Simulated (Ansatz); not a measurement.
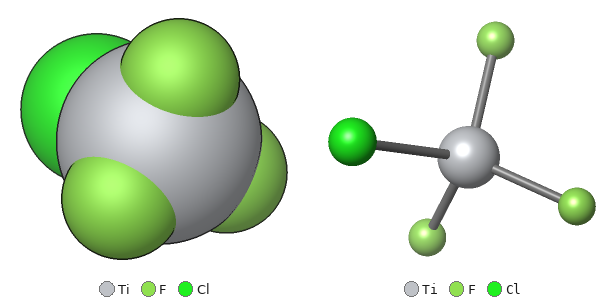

Figure made from data computed with Ansatz.

Two views of one molecule.

Charge 0, singlet.

Description:

It has 5 atoms: 1 titanium, 1 chlorine and 3 fluorine (TiClF₃). This geometry has C3v symmetry. Coordination: 1 Ti tetrahedral.
